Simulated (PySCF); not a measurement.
# C2H6Cl2Si (charge +1): geometry relaxation (part 1 of 4)

- system: C2H6Cl2Si, charge +1, multiplicity 2
- method: HF/3-21G, UHF (PySCF 2.14.0)

The atoms were displaced at random from an optimised geometry. The geometry is that of the parent species in another charge or spin state. Figures and captions count atoms from 1; the log counts them from 0 in places.

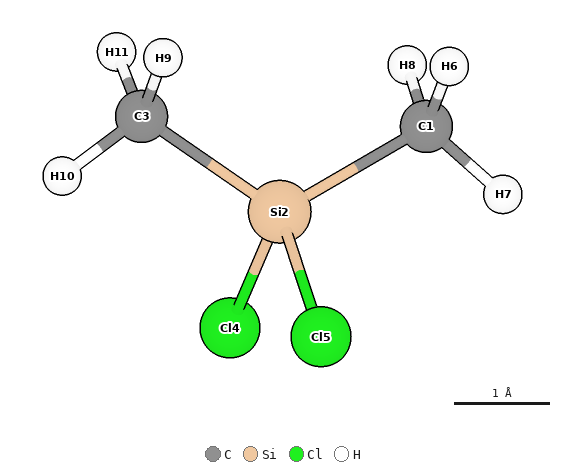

Fig. 1: The structure as given in the input (ball-and-stick view, seen at a tilt; atoms are numbered from 1 in the order of the input).

Input (run.py)
```python
import numpy
from pyscf import gto, symm
from pyscf.hessian import thermo
from pyscf.geomopt.geometric_solver import kernel as optimise

mol = gto.M(
    atom='''
C     -1.502250     0.253121     0.548490
Si     0.043900     0.368525    -0.440543
C      1.390220    -0.770394    -0.012141
Cl    -0.431163     0.047995    -2.441056
Cl     0.728075     2.350164    -0.349796
H     -1.198778     0.436281     1.602764
H     -2.208224     1.018792     0.221246
H     -1.878714    -0.743768     0.479683
H      1.740719    -0.554074     1.058378
H      2.238037    -0.609843    -0.648907
H      1.065335    -1.813653    -0.075324
''',
    verbose=3,
    charge=1,
    basis='3-21g',
    spin=1,
    max_memory=1860,
)

mf = mol.UHF()
mf.conv_tol = 1e-10
mf = mf.newton()
converged, mol_eq = optimise(mf, maxsteps=80)
print('converged:', converged)
print(mol_eq.tostring())

mf.reset(mol_eq)
mol = mol_eq
mf.kernel()
etot = mf.e_tot
print('E(%s) = %.9f' % ('HF', etot))
hess = mf.Hessian().kernel()
modes = thermo.harmonic_analysis(mol, hess)
print('frequencies (1/cm)', numpy.round(modes['freq_wavenumber'], 1))
symm.geom.TOLERANCE = 1e-3  # for the symmetry number
th = thermo.thermo(mf, modes['freq_au'], 298.15, 101325)
thermo.dump_thermo(mol, th)
```

Run as:
```bash
OMP_NUM_THREADS=1 python run.py
```

The program's output
```
[file] SyntaxWarning: invalid escape sequence '\W'
  S = {(paw_set(r)[0], bool(re.search(r"spin_orbit\W+true|paw_fr", str((r.get("files") or {}).get("input") or "")) or re.search("(?i)spin.orbit\W+(value\W+)?(true|yes)|value\W+spin-orbit", json.dumps(r.get("inputs"), default=str)))) for r in records}

#|     Arguments passed to driver run_optimizer():      |#
customengine              <pyscf.geomopt.geometric_solver.PySCFEngine object>
maxiter                   80
----------------------------------------------------------
Custom engine selected.
Bonds will be generated from interatomic distances less than 1.20 times sum of covalent radii
33 internal coordinates being used (instead of 33 Cartesians)
Internal coordinate system (atoms numbered from 1):
Distance 1-2
Distance 1-6
Distance 1-7
Distance 1-8
Distance 2-3
Distance 2-4
Distance 2-5
Distance 3-9
Distance 3-10
Distance 3-11
Angle 2-1-6
Angle 2-1-7
Angle 2-1-8
Angle 6-1-7
Angle 6-1-8
Angle 7-1-8
Angle 1-2-3
Angle 1-2-4
Angle 1-2-5
Angle 3-2-4
Angle 3-2-5
Angle 4-2-5
Angle 2-3-9
Angle 2-3-10
Angle 2-3-11
Angle 9-3-10
Angle 9-3-11
Angle 10-3-11
Dihedral 6-1-2-3
Dihedral 6-1-2-4
Dihedral 6-1-2-5
Dihedral 7-1-2-3
Dihedral 7-1-2-4
Dihedral 7-1-2-5
Dihedral 8-1-2-3
Dihedral 8-1-2-4
Dihedral 8-1-2-5
Dihedral 1-2-3-9
Dihedral 1-2-3-10
Dihedral 1-2-3-11
Dihedral 4-2-3-9
Dihedral 4-2-3-10
Dihedral 4-2-3-11
Dihedral 5-2-3-9
Dihedral 5-2-3-10
Dihedral 5-2-3-11
Translation-X 1-11
Translation-Y 1-11
Translation-Z 1-11
Rotation-A 1-11
Rotation-B 1-11
Rotation-C 1-11
<class 'geometric.internal.Distance'> : 10
<class 'geometric.internal.Angle'> : 18
<class 'geometric.internal.Dihedral'> : 18
<class 'geometric.internal.TranslationX'> : 1
<class 'geometric.internal.TranslationY'> : 1
<class 'geometric.internal.TranslationZ'> : 1
<class 'geometric.internal.RotationA'> : 1
<class 'geometric.internal.RotationB'> : 1
<class 'geometric.internal.RotationC'> : 1
> ===== Optimization Info: ====
> Job type: Energy minimization
> Maximum number of optimization cycles: 80
> Initial / maximum trust radius (Angstrom): 0.100 / 0.300
> Convergence Criteria:
> Will converge when all 5 criteria are reached:
>  |Delta-E| < 1.00e-06
>  RMS-Grad  < 3.00e-04
>  Max-Grad  < 4.50e-04
>  RMS-Disp  < 1.20e-03
>  Max-Disp  < 1.80e-03
> === End Optimization Info ===

Geometry optimization cycle 1
Cartesian coordinates (Angstrom)
 Atom        New coordinates             dX        dY        dZ
   C  -1.502250   0.253121   0.548490    0.000000  0.000000  0.000000
  Si   0.043900   0.368525  -0.440543   -0.000000  0.000000  0.000000
   C   1.390220  -0.770394  -0.012141    0.000000  0.000000  0.000000
  Cl  -0.431163   0.047995  -2.441056    0.000000  0.000000  0.000000
  Cl   0.728075   2.350164  -0.349796    0.000000  0.000000  0.000000
   H  -1.198778   0.436281   1.602764    0.000000  0.000000  0.000000
   H  -2.208224   1.018792   0.221246    0.000000  0.000000  0.000000
   H  -1.878714  -0.743768   0.479683    0.000000  0.000000  0.000000
   H   1.740719  -0.554074   1.058378   -0.000000  0.000000  0.000000
   H   2.238037  -0.609843  -0.648907    0.000000  0.000000  0.000000
   H   1.065335  -1.813653  -0.075324    0.000000  0.000000  0.000000

WARN: Mole.unit (angstrom) is changed to Bohr

WARN: HOMO -0.324044469810403 >= LUMO -0.324044469810403

converged SCF energy = -1280.50942606626  <S^2> = 0.75402242  2S+1 = 2.0040184
--------------- SecondOrderUHF_Scanner gradients ---------------
         x                y                z
0 C     0.0045339555    -0.0103019733    -0.0054604319
1 Si    -0.0201578154    -0.0327839079    -0.0887101252
2 C    -0.0209902770     0.0194510275    -0.0255087293
3 Cl     0.0208313156     0.0164763183     0.0788423573
4 Cl    -0.0054345758    -0.0145482580     0.0039774168
5 H     0.0062666979    -0.0002578159     0.0152519399
6 H     0.0031654828     0.0088231353    -0.0088414137
7 H     0.0146628997     0.0081177492    -0.0020142090
8 H     0.0137835218     0.0058558493     0.0320481480
9 H    -0.0107827887     0.0038435198     0.0029654164
10 H    -0.0058784163    -0.0046756442    -0.0025503693
----------------------------------------------
cycle 1: E = -1280.50942607  dE = -1280.51  norm(grad) = 0.142592
Step    0 : Gradient = 4.299e-02/9.670e-02 (rms/max) Energy = -1280.5094260663
Hessian Eigenvalues: 2.30000e-02 2.30000e-02 5.00000e-02 ... 3.46205e-01 3.69285e-01 3.75065e-01

Geometry optimization cycle 2
Cartesian coordinates (Angstrom)
 Atom        New coordinates             dX        dY        dZ
   C  -1.564722   0.272094   0.560637   -0.062472  0.018973  0.012147
  Si   0.079065   0.417991  -0.372898    0.035165  0.049466  0.067645
   C   1.472696  -0.796141  -0.022364    0.082476 -0.025747 -0.010223
  Cl  -0.463460   0.015541  -2.514203   -0.032297 -0.032454 -0.073147
  Cl   0.778422   2.430238  -0.358836    0.050347  0.080074 -0.009040
   H  -1.314387   0.460131   1.600423   -0.115609  0.023850 -0.002341
   H  -2.302865   1.007491   0.271641   -0.094641 -0.011301  0.050395
   H  -2.003207  -0.719671   0.508507   -0.124493  0.024097  0.028824
   H   1.794111  -0.603012   0.993312    0.053392 -0.048938 -0.065066
   H   2.350907  -0.667858  -0.648755    0.112870 -0.058015  0.000152
   H   1.160597  -1.833659  -0.074671    0.095262 -0.020006  0.000653
converged SCF energy = -1280.53989424756  <S^2> = 0.75239831  2S+1 = 2.0023969
--------------- SecondOrderUHF_Scanner gradients ---------------
         x                y                z
0 C    -0.0026556317     0.0029634250     0.0055779202
1 Si    -0.0095055173    -0.0087574023    -0.0584339319
2 C    -0.0023678106     0.0030124165     0.0078504182
3 Cl     0.0109264112     0.0085386715     0.0414150672
4 Cl     0.0008138428     0.0011529116     0.0038705703
5 H    -0.0004664731    -0.0010300716    -0.0025954619
6 H    -0.0003037983    -0.0015827114     0.0024841607
7 H    -0.0017872116    -0.0001706019     0.0024575521
8 H    -0.0002937381    -0.0014082632    -0.0048992500
9 H     0.0028397222    -0.0020650906     0.0013579628
10 H     0.0028002046    -0.0006532836     0.0009149924
----------------------------------------------
cycle 2: E = -1280.53989425  dE = -0.0304682  norm(grad) = 0.0755295
Step    1 : Displace = 1.019e-01/1.300e-01 (rms/max) Trust = 1.000e-01 (=) Grad = 2.277e-02/5.985e-02 (rms/max) E (change) = -1280.5398942476 (-3.047e-02) Quality = 1.223
Hessian Eigenvalues: 2.29991e-02 2.30000e-02 5.00000e-02 ... 3.51582e-01 3.71291e-01 3.83518e-01

Geometry optimization cycle 3
Cartesian coordinates (Angstrom)
 Atom        New coordinates             dX        dY        dZ
   C  -1.573506   0.280287   0.574768   -0.008784  0.008193  0.014131
  Si   0.102189   0.436676  -0.272137    0.023124  0.018685  0.100761
   C   1.501719  -0.801417  -0.014364    0.029023 -0.005276  0.008000
  Cl  -0.501167  -0.038939  -2.547189   -0.037707 -0.054480 -0.032986
  Cl   0.796228   2.453027  -0.358951    0.017806  0.022789 -0.000114
   H  -1.391526   0.470554   1.627977   -0.077139  0.010423  0.027554
   H  -2.296016   1.012072   0.238556    0.006849  0.004581 -0.033085
   H  -2.004688  -0.714367   0.477009   -0.001481  0.005304 -0.031499
   H   1.850420  -0.640300   0.994207    0.056308 -0.037288  0.000895
   H   2.344959  -0.649103  -0.683560   -0.005948  0.018755 -0.034805
   H   1.158544  -1.825344  -0.093522   -0.002052  0.008315 -0.018852
converged SCF energy = -1280.55246050137  <S^2> = 0.7519868  2S+1 = 2.0019858
--------------- SecondOrderUHF_Scanner gradients ---------------
         x                y                z
0 C    -0.0012096646     0.0028949081     0.0051833466
1 Si    -0.0090237547    -0.0062210681    -0.0328669866
2 C     0.0041740732    -0.0029482756     0.0095952137
3 Cl     0.0061334506     0.0046810068     0.0233346136
4 Cl     0.0023586035     0.0049359608     0.0027814052
5 H     0.0008694597     0.0002126998    -0.0031647600
6 H    -0.0003617840    -0.0018072904     0.0018515150
7 H    -0.0028840452    -0.0018232502     0.0002378220
8 H    -0.0039384455     0.0000873640    -0.0064672767
9 H     0.0026238885    -0.0009061318    -0.0010150160
10 H     0.0012582185     0.0008940766     0.0005301231
----------------------------------------------
cycle 3: E = -1280.5524605  dE = -0.0125663  norm(grad) = 0.0457717
Step    2 : Displace = 5.578e-02/1.050e-01 (rms/max) Trust = 1.414e-01 (+) Grad = 1.380e-02/3.465e-02 (rms/max) E (change) = -1280.5524605014 (-1.257e-02) Quality = 1.526
Hessian Eigenvalues: 2.29913e-02 2.30004e-02 3.33132e-02 ... 3.49416e-01 3.70997e-01 3.81729e-01

Geometry optimization cycle 4
Cartesian coordinates (Angstrom)
 Atom        New coordinates             dX        dY        dZ
   C  -1.583199   0.297970   0.595518   -0.009693  0.017683  0.020750
  Si   0.132345   0.452773  -0.129760    0.030155  0.016097  0.142376
   C   1.530759  -0.798771  -0.001769    0.029040  0.002646  0.012595
  Cl  -0.545338  -0.109323  -2.594055   -0.044171 -0.070384 -0.046866
  Cl   0.800965   2.449784  -0.367199    0.004737 -0.003243 -0.008248
   H  -1.526167   0.480945   1.667476   -0.134641  0.010391  0.039499
   H  -2.268706   1.031183   0.184325    0.027310  0.019111 -0.054231
   H  -1.993021  -0.695483   0.442097    0.011667  0.018884 -0.034912
   H   1.964907  -0.713609   0.994930    0.114487 -0.073309  0.000723
   H   2.314908  -0.602771  -0.722853   -0.030051  0.046332 -0.039293
   H   1.159704  -1.809554  -0.125915    0.001159  0.015790 -0.032393
converged SCF energy = -1280.56193463717  <S^2> = 0.75178763  2S+1 = 2.0017868
--------------- SecondOrderUHF_Scanner gradients ---------------
         x                y                z
0 C     0.0020677789     0.0006381735     0.0015791015
1 Si    -0.0082379548    -0.0038710681    -0.0138674284
2 C     0.0050184540    -0.0026955126    -0.0002637495
3 Cl     0.0027014552     0.0021507760     0.0101816441
4 Cl     0.0015397475     0.0028108898     0.0009557213
5 H    -0.0004366094     0.0004155872    -0.0002900464
6 H    -0.0007275776    -0.0004717102     0.0006735251
7 H    -0.0007555873     0.0000184741    -0.0005349003
8 H    -0.0003221880     0.0004543068     0.0011697755
9 H    -0.0004682411    -0.0002091467     0.0003246209
10 H    -0.0003792773     0.0007592300     0.0000717361
----------------------------------------------
cycle 4: E = -1280.56193464  dE = -0.00947414  norm(grad) = 0.0211402
Step    3 : Displace = 8.656e-02/1.464e-01 (rms/max) Trust = 2.000e-01 (+) Grad = 6.374e-03/1.659e-02 (rms/max) E (change) = -1280.5619346372 (-9.474e-03) Quality = 1.354
Hessian Eigenvalues: 2.12541e-02 2.30011e-02 2.31253e-02 ... 3.49687e-01 3.71508e-01 3.83331e-01

Geometry optimization cycle 5
Cartesian coordinates (Angstrom)
 Atom        New coordinates             dX        dY        dZ
   C  -1.585922   0.307602   0.608956   -0.002723  0.009632  0.013438
  Si   0.156410   0.464263  -0.033286    0.024066  0.011490  0.096475
   C   1.539102  -0.793318   0.009348    0.008343  0.005453  0.011117
  Cl  -0.570660  -0.155935  -2.636621   -0.025322 -0.046612 -0.042566
  Cl   0.796872   2.441533  -0.368253   -0.004093 -0.008251 -0.001054
   H  -1.598572   0.485352   1.683486   -0.072404  0.004407  0.016010
   H  -2.238980   1.044252   0.151474    0.029725  0.013069 -0.032852
   H  -1.981462  -0.686311   0.426985    0.011558  0.009171 -0.015112
   H   2.022425  -0.759374   0.982883    0.057519 -0.045765 -0.012047
   H   2.290608  -0.567660  -0.738501   -0.024300  0.035111 -0.015647
   H   1.157336  -1.797259  -0.143678   -0.002368  0.012295 -0.017762
converged SCF energy = -1280.56468055484  <S^2> = 0.75161334  2S+1 = 2.0016127
--------------- SecondOrderUHF_Scanner gradients ---------------
         x                y                z
0 C     0.0022422131     0.0003960458     0.0001952794
1 Si    -0.0036890830    -0.0020110701    -0.0043075267
2 C     0.0025436646    -0.0000060065     0.0005296677
3 Cl     0.0013250414     0.0011282426     0.0050449251
4 Cl     0.0000964171    -0.0003151028    -0.0000698877
5 H    -0.0004289828     0.0000064237     0.0000392220
6 H    -0.0001890679     0.0002255340    -0.0002978806
7 H    -0.0000249390     0.0001264221    -0.0004417182
8 H    -0.0007999126    -0.0000383709    -0.0009184867
9 H    -0.0006532086     0.0004076376     0.0001737842
10 H    -0.0004221425     0.0000802445     0.0000526214
----------------------------------------------
cycle 5: E = -1280.56468055  dE = -0.00274592  norm(grad) = 0.00892431
Step    4 : Displace = 5.344e-02/9.996e-02 (rms/max) Trust = 2.828e-01 (+) Grad = 2.691e-03/6.017e-03 (rms/max) E (change) = -1280.5646805548 (-2.746e-03) Quality = 1.305
Hessian Eigenvalues: 1.47866e-02 2.30001e-02 2.30809e-02 ... 3.49944e-01 3.71441e-01 3.83559e-01

Geometry optimization cycle 6
Cartesian coordinates (Angstrom)
 Atom        New coordinates             dX        dY        dZ
   C  -1.586760   0.311095   0.615389   -0.000838  0.003493  0.006433
  Si   0.170646   0.476402   0.010298    0.014236  0.012139  0.043584
   C   1.540841  -0.790583   0.015501    0.001739  0.002735  0.006154
  Cl  -0.583828  -0.178094  -2.676407   -0.013168 -0.022160 -0.039785
  Cl   0.794685   2.446805  -0.366957   -0.002187  0.005272  0.001295
   H  -1.626781   0.487207   1.689662   -0.028209  0.001856  0.006176
   H  -2.229743   1.045832   0.141752    0.009237  0.001580 -0.009722
   H  -1.972038  -0.685017   0.424412    0.009425  0.001294 -0.002573
   H   2.047668  -0.781637   0.981195    0.025243 -0.022264 -0.001688
   H   2.282250  -0.559673  -0.742038   -0.008358  0.007987 -0.003537
   H   1.150216  -1.789191  -0.150014   -0.007120  0.008068 -0.006336
converged SCF energy = -1280.56528756304  <S^2> = 0.75150898  2S+1 = 2.0015084
--------------- SecondOrderUHF_Scanner gradients ---------------
         x                y                z
0 C     0.0007404270     0.0002194057    -0.0006556792
1 Si    -0.0003888996    -0.0006443873    -0.0006886871
2 C    -0.0006260628     0.0005645339    -0.0013113817
3 Cl     0.0007132882     0.0005982845     0.0028243644
4 Cl    -0.0003788598    -0.0008713174    -0.0005173262
5 H    -0.0003822275    -0.0001367016     0.0000840209
6 H     0.0000318349     0.0001726586    -0.0002015467
7 H    -0.0000900888     0.0001330805    -0.0001263788
8 H     0.0005624121    -0.0002303276     0.0007783896
9 H    -0.0002482768     0.0002460333    -0.0000581793
10 H     0.0000664531    -0.0000512624    -0.0001275958
```
